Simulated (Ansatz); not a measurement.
# [BFNO2]+ (SMILES N#[O+].O=BF): a chain of runs

Wanted: a series of 50 runs (RPBE-D4/def2-TZVPD, PBE0-D4/def2-TZVPD, LC-wPBE/def2-TZVPD, PBE-D3(BJ)-ATM/def2-TZVPD, SVWN5/def2-TZVPD, HF/def2-TZVPD, r2SCAN-D3(BJ)/def2-TZVPD, B3LYP/aug-pcseg-1, and more) of [BFNO2]+. 

The results are computed with Ansatz 0.2.0.

### 1 The system as given

The species is [BFNO2]+ (5 atoms), typed as a singlet with charge +1. As SMILES, `N#[O+].O=BF`. The shape comes from GFN2-xTB, which is rough for such elements, and wasn't checked as a minimum.

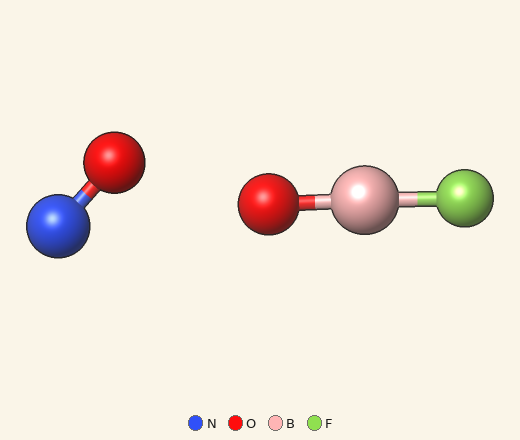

Viewed from a chosen angle; nitrogen blue, oxygen red, boron pink, fluorine green.

### 2 A single-point energy at RPBE-D4/def2-TZVPD (run 1)

File job.yaml:

```yaml
basis:
  gaussian: {orbitals: def2-TZVPD}
crystal:
  periodic: [false, false, false]
  atoms:
    - symbol: N
      position_ang: [2.348040, 0.065270, -0.799290]
    - symbol: O
      position_ang: [1.770480, 0.375370, 0.040420]
    - symbol: O
      position_ang: [-0.190080, -0.047350, -0.031060]
    - symbol: B
      position_ang: [-1.355000, -0.143270, 0.259360]
    - symbol: F
      position_ang: [-2.573430, -0.250020, 0.530570]
total_charge: 1
hamiltonian: {xc: {name: RPBE}, dispersion: d4}
```

The run is started by

```bash
$ ansatz run job.yaml --threads 1 --pin off --max-ram 2610MiB --events-out events.jsonl --progress --plain --runs-dir runs
```

Output:

```text
Warning: RAYON_NUM_THREADS=1 ignored (pool sized by the plan → 1); use --threads N
Functional definition: RPBE
  name "RPBE"
  parameter kappa = 0.804
  parameter beta = 0.06672455060314922
  exchange = rpbe_x(kappa = kappa, mu = beta*pi^2/3)
  correlation = pbe_c(beta = beta)
909 factors; their error is unknown
mean field evaluation 1: about -8953.9971 eV, gradient 1.1e2 eV
mean field evaluation 2: about -8748.0659 eV, gradient 2.4e2 eV
mean field evaluation 4: about -8970.4299 eV, gradient 2.8e1 eV
mean field evaluation 8: about -8971.8075 eV, gradient 3.1e-1 eV
mean field evaluation 16: about -8971.8030 eV, gradient 2.1e-4 eV
mean field -8971.80303645 eV, -329.7076802829 hartree, gradient 4.7e-5 eV, S^2 0.000000; 0 other end points of the search recorded, 0 dependent functions left out
reference -8971.80308289 eV, -329.7076819898 hartree; 18, 18 occupied and 176, 176 virtual orbitals, 909 factors
Total energy: -8972.02267505 eV, -329.7157518528 hartree
```

Run time: 3.3 s. Hardware: 1 thread of Intel Xeon at 2.70GHz, shared host; peak memory 0.2 GiB.

### 3 NO+: a single-point energy at RPBE-D4/def2-TZVPD (run 2)

File molecule.yaml:

```yaml
basis:
  gaussian:
    orbitals: def2-TZVPD
crystal:
  periodic: [false, false, false]
  atoms:
    - {symbol: "N", position_ang: [2.348040, 0.065270, -0.799290]}
    - {symbol: O, position_ang: [1.770480, 0.375370, 0.040420]}
total_charge: 1
hamiltonian:
  xc: {name: RPBE}
  dispersion: d4
```

The run is started by

```bash
$ ansatz run molecule.yaml --threads 1 --pin off --max-ram 2610MiB --events-out events.jsonl --progress --plain --runs-dir runs
```

Output:

```text
Warning: RAYON_NUM_THREADS=1 ignored (pool sized by the plan → 1); use --threads N
[... 6 set-up lines as earlier in the session ...]
363 factors; their error is unknown
mean field evaluation 1: about -3521.4320 eV, gradient 6.2e1 eV
mean field evaluation 2: about -3492.5494 eV, gradient 1.4e2 eV
mean field evaluation 4: about -3526.7535 eV, gradient 3.0e0 eV
mean field evaluation 8: about -3526.7649 eV, gradient 2.0e-2 eV
mean field -3526.76494459 eV, -129.6062211866 hartree, gradient 4.7e-5 eV, S^2 0.000000; 0 other end points of the search recorded, 0 dependent functions left out
reference -3526.76495890 eV, -129.6062217124 hartree; 7, 7 occupied and 70, 70 virtual orbitals, 363 factors
Total energy: -3526.79392269 eV, -129.6072861121 hartree
```

Run time: 0.43 s. Hardware: 1 thread of Intel Xeon at 2.70GHz, shared host.

Runs 3 to 29 aren't shown in full; the table further down has their settings and results.

### 4 BFO among ghost functions: the energy at HF/def2-TZVPD (with ghost functions) (run 30)

File in.yaml:

```yaml
crystal:
  periodic: [false, false, false]
  atoms:
    - {symbol: O, position_ang: [-0.190080, -0.047350, -0.031060]}
    - {symbol: B, position_ang: [-1.355000, -0.143270, 0.259360]}
    - {symbol: F, position_ang: [-2.573430, -0.250020, 0.530570]}
basis:
  gaussian:
    orbitals: def2-TZVPD
    ghost_atoms: [{symbol: N, position_ang: [2.348040, 0.065270, -0.799290]}, {symbol: O, position_ang: [1.770480, 0.375370, 0.040420]}]
hamiltonian:
  xc: hf
```

The run is started by

```bash
$ ansatz run in.yaml --threads 1 --pin off --max-ram 2610MiB --events-out events.jsonl --progress --plain --runs-dir runs
```

Output:

```text
Warning: RAYON_NUM_THREADS=1 ignored (pool sized by the plan → 1); use --threads N
Functional definition: HF
  name "HF"
  exchange = exact_x
  correlation = 0
1041 factors; their error is unknown
mean field evaluation 1: about -5416.0005 eV, gradient 4.4e1 eV
mean field evaluation 2: about -5417.4452 eV, gradient 3.6e1 eV
mean field evaluation 4: about -5419.5143 eV, gradient 1.5e0 eV
mean field evaluation 8: about -5419.5945 eV, gradient 4.2e-2 eV
mean field -5419.59451913 eV, -199.1664250450 hartree, gradient 2.3e-5 eV, S^2 0.000000; 0 other end points of the search recorded, 0 dependent functions left out
reference -5419.59451913 eV, -199.1664250450 hartree; 11, 11 occupied and 183, 183 virtual orbitals, 1041 factors
Total energy: -5419.59451913 eV, -199.1664250450 hartree
```

Run time: 1.4 s. Hardware: 1 thread of Intel Xeon at 2.70GHz, shared host; peak memory 0.25 GiB.

Runs 31 to 49 aren't shown in full; the table further down has their settings and results.

### 5 BFO among ghost functions: a single-point energy at PBE-D3(BJ)-ATM/aug-pcseg-1 (with ghost functions) (run 50)

File in.yaml:

```yaml
basis:
  gaussian:
    orbitals: aug-pcseg-1.json
    ghost_atoms: [{symbol: N, position_ang: [2.348040, 0.065270, -0.799290]}, {symbol: O, position_ang: [1.770480, 0.375370, 0.040420]}]
crystal:
  periodic: [false, false, false]
  atoms:
    - {symbol: O, position_ang: [-0.190080, -0.047350, -0.031060]}
    - {symbol: B, position_ang: [-1.355000, -0.143270, 0.259360]}
    - {symbol: F, position_ang: [-2.573430, -0.250020, 0.530570]}
hamiltonian:
  xc: pbe
  dispersion: d3bjatm
```

The basis set aug-pcseg-1 is read from a file made from the Basis Set Exchange's data (not shown).

The run is started by

```bash
$ ansatz run in.yaml --threads 1 --pin off --max-ram 2610MiB --events-out events.jsonl --progress --plain --runs-dir runs
```

Output:

```text
Warning: RAYON_NUM_THREADS=1 ignored (pool sized by the plan → 1); use --threads N
Functional definition: PBE
  name "PBE"
[... 2 set-up lines as earlier in the session ...]
  exchange = pbe_x(kappa = kappa, mu = beta*pi^2/3)
[... 1 set-up line as earlier in the session ...]
832 factors; their error is unknown
mean field evaluation 1: about -5428.1025 eV, gradient 6.7e1 eV
mean field evaluation 2: about -5359.9832 eV, gradient 1.8e2 eV
mean field evaluation 4: about -5435.4995 eV, gradient 1.8e1 eV
mean field evaluation 8: about -5435.9426 eV, gradient 1.1e-1 eV
mean field -5435.92174949 eV, -199.7664396937 hartree, gradient 7.8e-5 eV, S^2 0.000000; 0 other end points of the search recorded, 0 dependent functions left out
reference -5435.92180438 eV, -199.7664417106 hartree; 11, 11 occupied and 104, 104 virtual orbitals, 832 factors
Total energy: -5435.94517046 eV, -199.7673003984 hartree
```

Run time: 1.7 s. Hardware: 1 thread of Intel Xeon at 2.70GHz, shared host; peak memory 0.13 GiB.

### 6 All runs side by side

```
run                                              level  fragment atoms  contact               partner  energy (Eh)  wall time
  1                                 RPBE-D4/def2-TZVPD               –        –                  base  -329.715752      3.3 s
  2                                 RPBE-D4/def2-TZVPD          (1, 2)     base              fragment  -129.607286     0.43 s
  3          RPBE-D4/def2-TZVPD (with ghost functions)          (1, 2)     base  fragment with ghosts  -129.607343      3.3 s
  4                                 RPBE-D4/def2-TZVPD       (3, 4, 5)     base              fragment  -200.080388      1.7 s
  5          RPBE-D4/def2-TZVPD (with ghost functions)       (3, 4, 5)     base  fragment with ghosts  -200.080480      2.7 s
  6                                 PBE0-D4/def2-TZVPD               –        –                  base  -329.362485      4.2 s
  7                                 PBE0-D4/def2-TZVPD          (1, 2)     base              fragment  -129.456399     0.65 s
  8          PBE0-D4/def2-TZVPD (with ghost functions)          (1, 2)     base  fragment with ghosts  -129.456450      3.3 s
  9                                 PBE0-D4/def2-TZVPD       (3, 4, 5)     base              fragment  -199.879942      1.4 s
 10          PBE0-D4/def2-TZVPD (with ghost functions)       (3, 4, 5)     base  fragment with ghosts  -199.880034      4.5 s
 11                                 LC-wPBE/def2-TZVPD               –        –                  base  -329.497756      4.2 s
 12                                 LC-wPBE/def2-TZVPD          (1, 2)     base              fragment  -129.513386     0.55 s
 13          LC-wPBE/def2-TZVPD (with ghost functions)          (1, 2)     base  fragment with ghosts  -129.513446      4.5 s
 14                                 LC-wPBE/def2-TZVPD       (3, 4, 5)     base              fragment  -199.963361        2 s
 15          LC-wPBE/def2-TZVPD (with ghost functions)       (3, 4, 5)     base  fragment with ghosts  -199.963469      4.2 s
 16                          PBE-D3(BJ)-ATM/def2-TZVPD               –        –                  base  -329.381826      3.6 s
 17                          PBE-D3(BJ)-ATM/def2-TZVPD          (1, 2)     base              fragment  -129.468779     0.41 s
 18   PBE-D3(BJ)-ATM/def2-TZVPD (with ghost functions)          (1, 2)     base  fragment with ghosts  -129.468842      3.3 s
 19                          PBE-D3(BJ)-ATM/def2-TZVPD       (3, 4, 5)     base              fragment  -199.882341      1.2 s
 20   PBE-D3(BJ)-ATM/def2-TZVPD (with ghost functions)       (3, 4, 5)     base  fragment with ghosts  -199.882442      2.6 s
 21                                   SVWN5/def2-TZVPD               –        –                  base  -327.323207      1.9 s
 22                                   SVWN5/def2-TZVPD          (1, 2)     base              fragment  -128.626139     0.31 s
 23            SVWN5/def2-TZVPD (with ghost functions)          (1, 2)     base  fragment with ghosts  -128.626258      1.8 s
 24                                   SVWN5/def2-TZVPD       (3, 4, 5)     base              fragment  -198.658267     0.63 s
 25            SVWN5/def2-TZVPD (with ghost functions)       (3, 4, 5)     base  fragment with ghosts  -198.658398      1.5 s
 26                                      HF/def2-TZVPD               –        –                  base  -328.152542        2 s
 27                                      HF/def2-TZVPD          (1, 2)     base              fragment  -128.970961     0.32 s
 28               HF/def2-TZVPD (with ghost functions)          (1, 2)     base  fragment with ghosts  -128.971004      2.6 s
 29                                      HF/def2-TZVPD       (3, 4, 5)     base              fragment  -199.166351     0.53 s
 30               HF/def2-TZVPD (with ghost functions)       (3, 4, 5)     base  fragment with ghosts  -199.166425      1.4 s
 31                           r2SCAN-D3(BJ)/def2-TZVPD               –        –                  base  -329.557920      5.4 s
 32                           r2SCAN-D3(BJ)/def2-TZVPD          (1, 2)     base              fragment  -129.531331      1.1 s
 33    r2SCAN-D3(BJ)/def2-TZVPD (with ghost functions)          (1, 2)     base  fragment with ghosts  -129.531382        3 s
 34                           r2SCAN-D3(BJ)/def2-TZVPD       (3, 4, 5)     base              fragment  -199.997202      1.6 s
 35    r2SCAN-D3(BJ)/def2-TZVPD (with ghost functions)       (3, 4, 5)     base  fragment with ghosts  -199.997292      3.9 s
 36                                  B3LYP/aug-pcseg-1               –        –                  base  -329.520499      3.3 s
 37                                  B3LYP/aug-pcseg-1          (1, 2)     base              fragment  -129.515543     0.49 s
 38           B3LYP/aug-pcseg-1 (with ghost functions)          (1, 2)     base  fragment with ghosts  -129.517356      1.8 s
 39                                  B3LYP/aug-pcseg-1       (3, 4, 5)     base              fragment  -199.978118     0.82 s
 40           B3LYP/aug-pcseg-1 (with ghost functions)       (3, 4, 5)     base  fragment with ghosts  -199.979428      2.3 s
 41                                LC-wPBE/aug-pcseg-1               –        –                  base  -329.307929      2.2 s
 42                                LC-wPBE/aug-pcseg-1          (1, 2)     base              fragment  -129.438456     0.43 s
 43         LC-wPBE/aug-pcseg-1 (with ghost functions)          (1, 2)     base  fragment with ghosts  -129.440437      1.6 s
 44                                LC-wPBE/aug-pcseg-1       (3, 4, 5)     base              fragment  -199.846903     0.88 s
 45         LC-wPBE/aug-pcseg-1 (with ghost functions)       (3, 4, 5)     base  fragment with ghosts  -199.848170        2 s
 46                         PBE-D3(BJ)-ATM/aug-pcseg-1               –        –                  base  -329.191943      2.4 s
 47                         PBE-D3(BJ)-ATM/aug-pcseg-1          (1, 2)     base              fragment  -129.394085     0.24 s
 48  PBE-D3(BJ)-ATM/aug-pcseg-1 (with ghost functions)          (1, 2)     base  fragment with ghosts  -129.395894      1.3 s
 49                         PBE-D3(BJ)-ATM/aug-pcseg-1       (3, 4, 5)     base              fragment  -199.766020     0.77 s
 50  PBE-D3(BJ)-ATM/aug-pcseg-1 (with ghost functions)       (3, 4, 5)     base  fragment with ghosts  -199.767300      1.7 s
```

### 7 What came out

```
                                                                                                              quantity          value
                                                                       BFO among ghost functions, run 50: total energy  -199.76730 Eh
                                                                  BFO among ghost functions, run 50: dispersion energy   -2.25 kJ/mol
                      interaction energy of the rigid parts NO+ and BFO (parts in their own basis), PBE0-D4/def2-TZVPD      -0.711 eV
        interaction energy of the rigid parts NO+ and BFO (parts in the whole basis, counterpoise), LC-wPBE/def2-TZVPD      -0.567 eV
 interaction energy of the rigid parts NO+ and BFO (parts in the whole basis, counterpoise), PBE-D3(BJ)-ATM/def2-TZVPD      -0.831 eV
                        interaction energy of the rigid parts NO+ and BFO (parts in their own basis), SVWN5/def2-TZVPD      -1.056 eV
                           interaction energy of the rigid parts NO+ and BFO (parts in their own basis), HF/def2-TZVPD      -0.414 eV
         interaction energy of the rigid parts NO+ and BFO (parts in the whole basis, counterpoise), B3LYP/aug-pcseg-1      -0.645 eV
                     interaction energy of the rigid parts NO+ and BFO (parts in their own basis), LC-wPBE/aug-pcseg-1      -0.614 eV
interaction energy of the rigid parts NO+ and BFO (parts in the whole basis, counterpoise), PBE-D3(BJ)-ATM/aug-pcseg-1      -0.782 eV
```

At PBE0-D4/def2-TZVPD: the interaction energy of the rigid parts NO+ and BFO (parts in their own basis) is −0.71 eV (−16.4 kcal/mol): the parts attract. At LC-wPBE/def2-TZVPD: the interaction energy of the rigid parts NO+ and BFO (parts in the whole basis, counterpoise) is −0.57 eV (−13.1 kcal/mol): the parts attract. At PBE-D3(BJ)-ATM/def2-TZVPD: the interaction energy of the rigid parts NO+ and BFO (parts in the whole basis, counterpoise) is −0.83 eV (−19.2 kcal/mol): the parts attract. At SVWN5/def2-TZVPD: the interaction energy of the rigid parts NO+ and BFO (parts in their own basis) is −1.06 eV (−102 kJ/mol): the parts attract. At HF/def2-TZVPD: the interaction energy of the rigid parts NO+ and BFO (parts in their own basis) is −0.41 eV (−40.0 kJ/mol): the parts attract. At B3LYP/aug-pcseg-1: the interaction energy of the rigid parts NO+ and BFO (parts in the whole basis, counterpoise) is −0.65 eV (−14.9 kcal/mol): the parts attract. Totals of different functionals can't be ranked against each other. All runs together took 1.7 min, the longest 5.4 s.
